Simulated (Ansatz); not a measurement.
# Antimony, hcp under BLYP: structure, energy and stiffness, part 2 of 2

What does BLYP give for antimony in the hcp structure? We relax it, solve it on a dense k-mesh, then scale the cell to 7 volumes from 88 to 112 % of the relaxed one and try a fit of the equation of state. Spin polarisation is left out. The k-meshes are 11×11×6 for the relaxation; 17×17×9 for the dense run; 12×12×6 for the volumes.

Ansatz 0.2.0; DFT, BLYP, plane waves (420 eV) with PAW, scalar-relativistic.

## 5. Equation of state: 92 %

Contents of input.yaml:

```yaml
crystal:
  lattice:
    - [3.3734515896, 0.0, 0.0]
    - [-1.6867257948, 2.921494775, 0.0]
    - [0.0, 0.0, 5.6518936173]
  atoms:
    - { symbol: Sb, position: [0.3333333333, 0.6666666667, 0.25] }
    - { symbol: Sb, position: [0.6666666667, 0.3333333333, 0.75] }
hamiltonian:
  xc: blyp
  pseudopotentials:
    kind: paw
    azcp:
      Sb: "pseudopotentials/Sb.paw.azcp"
basis:
  ecutwfc: 420
  fft_grid_basis: typed
kpoints:
  mp_grid: { grid: [12, 12, 6], shift: [0, 0, 0] }
magnetization:
  spin_polarized: false
scf:
  occupations: { method: fermi_dirac, width: 0.1 }
  lower_state_search: "off"
output:
  stress: true
```

The log of the run (excerpt; [...] marks lines left out):

```text
Warning: RAYON_NUM_THREADS=2 ignored (pool sized by the plan → 2); use --threads N
[...]
Pseudopotentials: kind: paw
Pseudopotential: Sb, paw, valence charge 15, recommended cutoff 420 eV (normal), <dir>
Functional definition: BLYP
[...]
Crystal: 2 atoms, lattice volume = 55.702 Å³
Basis set: ecut = 420 eV, 1099 PW (Γ), exchange–correlation on 48×48×80 points (8 copies of the dense FFT grid, shifted against one another)
Bands: 19, of which v1, the nominal top of the filled ones, is band 15 counted from 1 (14 counted from 0)
Symmetry: 24 space group operations
Space group: P63/mmc (ITA 194), of the structure as read, at distance tolerance 3.8e-5 Å
k-points: 76 of 864
[...]
SCF iter   1: F=—  HF=-13001.546281 eV  |F-HF|=—  |Δ(HF+E_count)|=         —  Δρ=7.07e-3  dr2=2.52e-2  ethr=1.77e-3  ⟨swp⟩=5.6  Hψ=6949  notcnv=0
[...]
SCF iter   8: F=-13001.538393 eV  HF=-13001.538393 eV  |F-HF|=2.69e-10  |Δ(HF+E_count)|=   1.54e-7  Δρ=2.03e-6  dr2=2.25e-9  ethr=3.33e-10  ⟨swp⟩=5.0  Hψ=5336  notcnv=0
[...]
SCF converged after 8 iterations
Free energy (F): -13001.538393 eV
[...]
E sigma→0 (E₀):  -13001.522146 eV
Entropy (-TS):   -0.032496 eV (-16.248 meV/atom)
Fermi energy:    11.604232 eV
[...]
--- Stress (GPa, compression-positive) ---
        4.661991       0.000000       0.000000
        0.000000       4.661991       0.000000
        0.000000       0.000000       4.129205
  P = ⅓ Tr σ = 4.4844 GPa (44.844 kbar)
```

Wall time 2.1 s (2 threads of Arm Neoverse V1, shared host); peak memory 0.35 GiB.

## 6. Equation of state: 96 %

input.yaml: that of step 5 with these lines changed.

```diff
@@ -2,5 +2,5 @@
   lattice:
-    - [3.3734515896, 0.0, 0.0]
-    - [-1.6867257948, 2.921494775, 0.0]
-    - [0.0, 0.0, 5.6518936173]
+    - [3.4216502671, 0.0, 0.0]
+    - [-1.7108251335, 2.9632360542, 0.0]
+    - [0.0, 0.0, 5.7326458648]
   atoms:
@@ -26 +26,5 @@
   stress: true
+  write_density: true
+  write_potential: true
+  elf: true
+  volumetric_format: npy
```

The log of the run (excerpt; [...] marks lines left out):

```text
Warning: RAYON_NUM_THREADS=2 ignored (pool sized by the plan → 2); use --threads N
[...]
[... 3 set-up lines as earlier in the session ...]
[...]
Crystal: 2 atoms, lattice volume = 58.124 Å³
Basis set: ecut = 420 eV, 1123 PW (Γ), exchange–correlation on 48×48×80 points (8 copies of the dense FFT grid, shifted against one another)
Bands: 19, of which v1, the nominal top of the filled ones, is band 15 counted from 1 (14 counted from 0)
[... 2 set-up lines as earlier in the session ...]
k-points: 76 of 864
[...]
SCF iter   1: F=—  HF=-13001.594215 eV  |F-HF|=—  |Δ(HF+E_count)|=         —  Δρ=7.04e-3  dr2=2.58e-2  ethr=1.77e-3  ⟨swp⟩=5.7  Hψ=6978  notcnv=0
[...]
SCF iter   7: F=-13001.586170 eV  HF=-13001.586170 eV  |F-HF|=7.75e-9  |Δ(HF+E_count)|=   4.81e-7  Δρ=3.62e-6  dr2=7.28e-9  ethr=3.33e-10  ⟨swp⟩=11.1  Hψ=10478  notcnv=0
[...]
SCF converged after 7 iterations
Free energy (F): -13001.586170 eV
[...]
E sigma→0 (E₀):  -13001.568890 eV
Entropy (-TS):   -0.034561 eV (-17.280 meV/atom)
Fermi energy:    10.946543 eV
[...]
--- Stress (GPa, compression-positive) ---
        1.996815      -0.000000       0.000000
       -0.000000       1.996815       0.000000
        0.000000       0.000000       1.809159
  P = ⅓ Tr σ = 1.9343 GPa (19.343 kbar)
--- Band table (eV; the first three rows and the last of 76) ---
  k-point 0: bands = ["-18.3344", "-18.3236", "-18.3218", "-18.3218", "-18.3191", "-18.3191", "-18.3078", "-18.3078", "-18.2745", "-18.2745", "-1.4536", "1.5802", "5.6755", "14.2675", "14.2675", "15.2338", "15.6076", "15.6076", "18.9495"]
[...]
```

It took 2.7 s on 2 threads of Arm Neoverse V1, shared host; peak memory 0.36 GiB.

## 7. Equation of state: 100 %

input.yaml: that of step 6 with these lines changed.

```diff
@@ -2,5 +2,5 @@
   lattice:
-    - [3.4216502671, 0.0, 0.0]
-    - [-1.7108251335, 2.9632360542, 0.0]
-    - [0.0, 0.0, 5.7326458648]
+    - [3.4685280138, 0.0, 0.0]
+    - [-1.7342640069, 3.0038333737, 0.0]
+    - [0.0, 0.0, 5.8111850198]
   atoms:
@@ -26,5 +26 @@
   stress: true
-  write_density: true
-  write_potential: true
-  elf: true
-  volumetric_format: npy
```

The log of the run (excerpt; [...] marks lines left out):

```text
Warning: RAYON_NUM_THREADS=2 ignored (pool sized by the plan → 2); use --threads N
[...]
[... 3 set-up lines as earlier in the session ...]
[...]
Crystal: 2 atoms, lattice volume = 60.546 Å³
Basis set: ecut = 420 eV, 1153 PW (Γ), exchange–correlation on 48×48×80 points (8 copies of the dense FFT grid, shifted against one another)
Bands: 19, of which v1, the nominal top of the filled ones, is band 15 counted from 1 (14 counted from 0)
[... 2 set-up lines as earlier in the session ...]
k-points: 76 of 864
[...]
SCF iter   1: F=—  HF=-13001.607709 eV  |F-HF|=—  |Δ(HF+E_count)|=         —  Δρ=6.81e-3  dr2=2.62e-2  ethr=1.77e-3  ⟨swp⟩=5.7  Hψ=7008  notcnv=0
[...]
SCF iter   7: F=-13001.599563 eV  HF=-13001.599563 eV  |F-HF|=9.65e-9  |Δ(HF+E_count)|=   4.95e-7  Δρ=3.72e-6  dr2=7.84e-9  ethr=3.33e-10  ⟨swp⟩=5.0  Hψ=4753  notcnv=0
[...]
SCF converged after 7 iterations
Free energy (F): -13001.599563 eV
[...]
E sigma→0 (E₀):  -13001.581002 eV
Entropy (-TS):   -0.037122 eV (-18.561 meV/atom)
Fermi energy:    10.334931 eV
[...]
--- Stress (GPa, compression-positive) ---
       -0.108741       0.000000       0.000000
        0.000000      -0.108741       0.000000
        0.000000       0.000000      -0.035232
  P = ⅓ Tr σ = -0.0842 GPa (-0.842 kbar)
```

Run time: 2.2 s. Hardware: 2 threads of Arm Neoverse V1, shared host; peak memory 0.35 GiB.

## 8. Equation of state: 104 %

input.yaml: that of step 7 with these lines changed.

```diff
@@ -2,5 +2,5 @@
   lattice:
-    - [3.4685280138, 0.0, 0.0]
-    - [-1.7342640069, 3.0038333737, 0.0]
-    - [0.0, 0.0, 5.8111850198]
+    - [3.5141717746, 0.0, 0.0]
+    - [-1.7570858873, 3.04336203, 0.0]
+    - [0.0, 0.0, 5.8876567501]
   atoms:
```

The log of the run (excerpt; [...] marks lines left out):

```text
Warning: RAYON_NUM_THREADS=2 ignored (pool sized by the plan → 2); use --threads N
[...]
[... 3 set-up lines as earlier in the session ...]
[...]
Crystal: 2 atoms, lattice volume = 62.968 Å³
Basis set: ecut = 420 eV, 1237 PW (Γ), exchange–correlation on 48×48×80 points (8 copies of the dense FFT grid, shifted against one another)
Bands: 19, of which v1, the nominal top of the filled ones, is band 15 counted from 1 (14 counted from 0)
[... 1 set-up line as earlier in the session ...]
Space group: P63/mmc (ITA 194), of the structure as read, at distance tolerance 4.0e-5 Å
k-points: 76 of 864
[...]
SCF iter   1: F=—  HF=-13001.594118 eV  |F-HF|=—  |Δ(HF+E_count)|=         —  Δρ=6.61e-3  dr2=2.69e-2  ethr=1.77e-3  ⟨swp⟩=5.8  Hψ=7073  notcnv=0
[...]
SCF iter   7: F=-13001.585748 eV  HF=-13001.585748 eV  |F-HF|=9.48e-9  |Δ(HF+E_count)|=   5.23e-7  Δρ=3.96e-6  dr2=1.02e-8  ethr=3.33e-10  ⟨swp⟩=5.1  Hψ=4958  notcnv=0
[...]
SCF converged after 7 iterations
Free energy (F): -13001.585748 eV
[...]
E sigma→0 (E₀):  -13001.565889 eV
Entropy (-TS):   -0.039719 eV (-19.860 meV/atom)
Fermi energy:    9.764797 eV
[...]
--- Stress (GPa, compression-positive) ---
       -1.771588      -0.000000       0.000000
        0.000000      -1.771588      -0.000000
       -0.000000      -0.000000      -1.502981
  P = ⅓ Tr σ = -1.6821 GPa (-16.821 kbar)
```

Run time: 2.2 s. Hardware: 2 threads of Arm Neoverse V1, shared host; peak memory 0.35 GiB.

## 9. Equation of state: 108 %

input.yaml: that of step 8 with these lines changed.

```diff
@@ -2,5 +2,5 @@
   lattice:
-    - [3.5141717746, 0.0, 0.0]
-    - [-1.7570858873, 3.04336203, 0.0]
-    - [0.0, 0.0, 5.8876567501]
+    - [3.5586596844, 0.0, 0.0]
+    - [-1.7793298422, 3.0818896901, 0.0]
+    - [0.0, 0.0, 5.9621919633]
   atoms:
```

The log of the run (excerpt; [...] marks lines left out):

```text
Warning: RAYON_NUM_THREADS=2 ignored (pool sized by the plan → 2); use --threads N
[...]
[... 3 set-up lines as earlier in the session ...]
[...]
Crystal: 2 atoms, lattice volume = 65.390 Å³
Basis set: ecut = 420 eV, 1285 PW (Γ), exchange–correlation on 48×48×80 points (8 copies of the dense FFT grid, shifted against one another)
Bands: 19, of which v1, the nominal top of the filled ones, is band 15 counted from 1 (14 counted from 0)
[... 2 set-up lines as earlier in the session ...]
k-points: 76 of 864
[...]
SCF iter   1: F=—  HF=-13001.559063 eV  |F-HF|=—  |Δ(HF+E_count)|=         —  Δρ=6.44e-3  dr2=2.76e-2  ethr=1.77e-3  ⟨swp⟩=5.8  Hψ=7084  notcnv=0
[...]
SCF iter   7: F=-13001.550369 eV  HF=-13001.550369 eV  |F-HF|=7.86e-9  |Δ(HF+E_count)|=   5.91e-7  Δρ=3.65e-6  dr2=1.32e-8  ethr=3.33e-10  ⟨swp⟩=5.2  Hψ=5501  notcnv=0
[...]
SCF converged after 7 iterations
Free energy (F): -13001.550369 eV
[...]
E sigma→0 (E₀):  -13001.529321 eV
Entropy (-TS):   -0.042097 eV (-21.049 meV/atom)
Fermi energy:    9.233486 eV
[...]
--- Stress (GPa, compression-positive) ---
       -3.090616       0.000000       0.000000
       -0.000000      -3.090616      -0.000000
        0.000000      -0.000000      -2.673448
  P = ⅓ Tr σ = -2.9516 GPa (-29.516 kbar)
```

Wall time 2.3 s (2 threads of Arm Neoverse V1, shared host); peak memory 0.36 GiB.

## 10. Equation of state: 112 %

input.yaml: that of step 9 with these lines changed.

```diff
@@ -2,5 +2,5 @@
   lattice:
-    - [3.5586596844, 0.0, 0.0]
-    - [-1.7793298422, 3.0818896901, 0.0]
-    - [0.0, 0.0, 5.9621919633]
+    - [3.6020622507, 0.0, 0.0]
+    - [-1.8010311254, 3.1194774151, 0.0]
+    - [0.0, 0.0, 6.034908788]
   atoms:
```

The log of the run (excerpt; [...] marks lines left out):

```text
Warning: RAYON_NUM_THREADS=2 ignored (pool sized by the plan → 2); use --threads N
[...]
[... 3 set-up lines as earlier in the session ...]
[...]
Crystal: 2 atoms, lattice volume = 67.812 Å³
Basis set: ecut = 420 eV, 1293 PW (Γ), exchange–correlation on 50×50×90 points (8 copies of the dense FFT grid, shifted against one another)
Bands: 19, of which v1, the nominal top of the filled ones, is band 15 counted from 1 (14 counted from 0)
[... 1 set-up line as earlier in the session ...]
Space group: P63/mmc (ITA 194), of the structure as read, at distance tolerance 4.1e-5 Å
k-points: 76 of 864
[...]
SCF iter   1: F=—  HF=-13001.506931 eV  |F-HF|=—  |Δ(HF+E_count)|=         —  Δρ=6.27e-3  dr2=2.81e-2  ethr=1.77e-3  ⟨swp⟩=5.8  Hψ=7121  notcnv=0
[...]
SCF iter   7: F=-13001.497830 eV  HF=-13001.497830 eV  |F-HF|=1.08e-8  |Δ(HF+E_count)|=   7.64e-7  Δρ=4.43e-6  dr2=2.17e-8  ethr=3.33e-10  ⟨swp⟩=3.9  Hψ=6271  notcnv=0
[...]
SCF converged after 7 iterations
Free energy (F): -13001.497830 eV
[...]
E sigma→0 (E₀):  -13001.475674 eV
Entropy (-TS):   -0.044313 eV (-22.156 meV/atom)
Fermi energy:    8.738425 eV
[...]
--- Stress (GPa, compression-positive) ---
       -4.140715      -0.000000       0.000000
       -0.000000      -4.140715       0.000000
        0.000000       0.000000      -3.606921
  P = ⅓ Tr σ = -3.9628 GPa (-39.628 kbar)
```

Run time: 2.6 s. Hardware: 2 threads of Arm Neoverse V1, shared host; peak memory 0.36 GiB.

## 11. Energy and pressure against volume

The cell was scaled evenly, with its shape and the fractional positions fixed.

```csv
V (Å³/atom),E − E₀ (meV/atom),P from the stress (GPa),P from the fit (GPa)
26.640,74.7,7.70,7.68
27.851,29.5,4.48,4.42
29.062,6.1,1.93,1.86
30.273,0.1,-0.08,-0.17
31.484,7.6,-1.68,-1.77
32.695,25.9,-2.95,-3.03
33.906,52.7,-3.96,-4.02
```

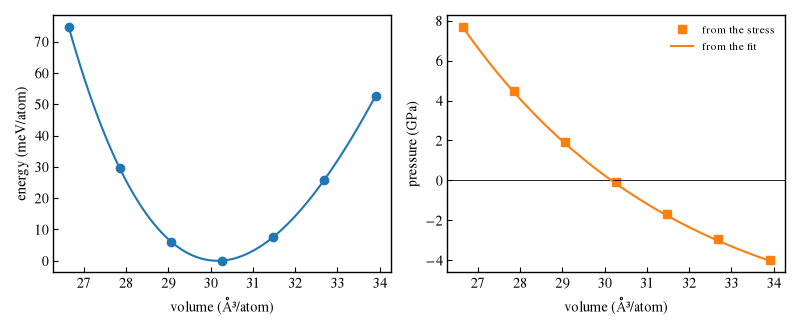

Energy and pressure against volume; the lines are the Birch-Murnaghan fit.

A third-order Birch-Murnaghan fit gives V₀ = 30.161 Å³/atom, B₀ = 46 GPa and B₀′ = 4.9; it misses no point by more than 0.02 meV/atom.

Fit and stress differ a little: one follows E(σ → 0), the other the smeared free energy.

## 12. Outcome

The summary covers parts 1 to 2.

| quantity | value |
| --- | --- |
| space group (spins left aside) | P6_3/mmc (No. 194) |
| conventional cell | a = 3.469 Å, c = 5.811 Å (c/a = 1.675) |
| volume | 30.273 Å³/atom |
| shortest distance | 3.469 Å |
| gap on the mesh | none (levels filled in part) |
| relative to A7 rhombohedral | +521 meV/atom |
| V₀, B₀, B₀′ | 30.161 Å³/atom, 46 GPa, 4.9 |

From the guessed start the volume grew by 11.4 % in 6 steps. It lies 521 meV/atom above the element's reference form at the same level (A7 rhombohedral, from a run of its own). No gap shows: it is a metal or semimetal at this level. The fitted modulus is 46 GPa; letting shape and positions relax at each volume could only lower it. Relaxation kept the symmetry; phonons were not checked.
